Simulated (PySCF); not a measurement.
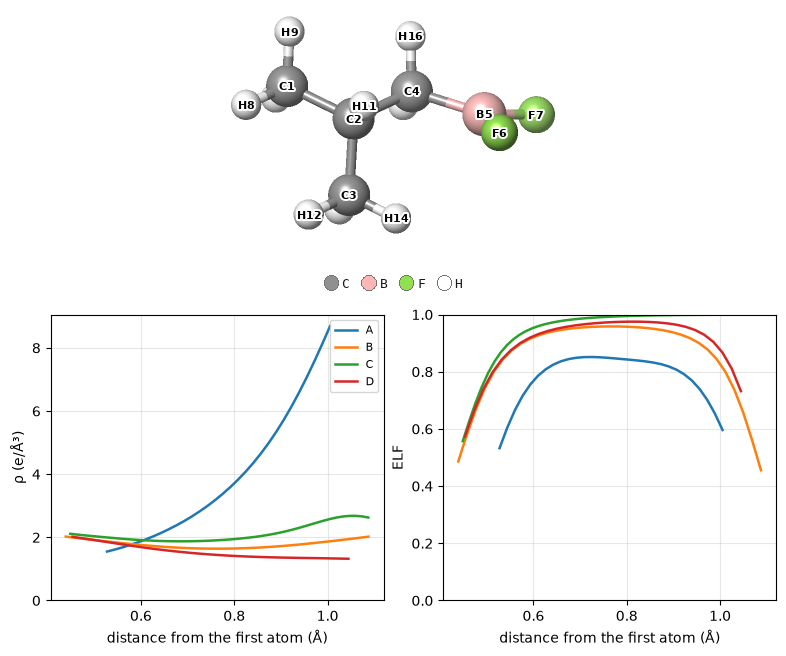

Figure 1: C4H9BF2. Total electron density and ELF along straight lines between neighbouring atoms. The curves leave out the atomic cores. The structure is drawn too.

Geometry: GFN2-xTB.

These are results of PBE0/pcSseg-1, SCF density, gas phase, non-relativistic in PySCF, not measurements.

```yaml
atoms:
  - { symbol: C, position_ang: [-1.2209, 1.2702, 0.5532] }
  - { symbol: C, position_ang: [-0.3246, 0.0417, 0.4194] }
  - { symbol: C, position_ang: [-1.0223, -1.0383, -0.4041] }
  - { symbol: C, position_ang: [1.0167, 0.4229, -0.2303] }
  - { symbol: B, position_ang: [2.0980, -0.7246, -0.2533] }
  - { symbol: F, position_ang: [2.1210, -1.7330, 0.5957] }
  - { symbol: F, position_ang: [3.0992, -0.7415, -1.1131] }
  - { symbol: H, position_ang: [-2.1644, 1.0023, 1.0225] }
  - { symbol: H, position_ang: [-0.7425, 2.0350, 1.1606] }
  - { symbol: H, position_ang: [-1.4335, 1.6921, -0.4268] }
  - { symbol: H, position_ang: [-0.1223, -0.3586, 1.4180] }
  - { symbol: H, position_ang: [-1.9627, -1.3246, 0.0609] }
  - { symbol: H, position_ang: [-1.2326, -0.6732, -1.4075] }
  - { symbol: H, position_ang: [-0.3950, -1.9230, -0.4835] }
  - { symbol: H, position_ang: [0.8360, 0.7926, -1.2425] }
  - { symbol: H, position_ang: [1.4424, 1.2690, 0.3194] }
```

Question: Which curve belongs to which contact (B–F, C–B, C–C and C–H)? The first atom named is at distance zero.

Answer: Curve A: B–F (1.32 Å): ρ is about 2.3 e/Å³ halfway; the ELF peaks at about 0.85 between the atoms; a shared but strongly polarised pair. Curve B: C–C (1.53 Å): the density is about 1.6 e/Å³ at the midpoint; the ELF peaks at about 0.95 between the atoms: localised, covalent bonding. Curve C: C–H (1.09 Å): the density is about 2 e/Å³ at the midpoint; the ELF climbs to about 1 towards the hydrogen, as it does in any bond to H (a covalent bond by its length). Curve D: C–B (1.58 Å): ρ at the midpoint is about 1.4 e/Å³; the ELF peaks at about 1 between the atoms; localised, covalent bonding.
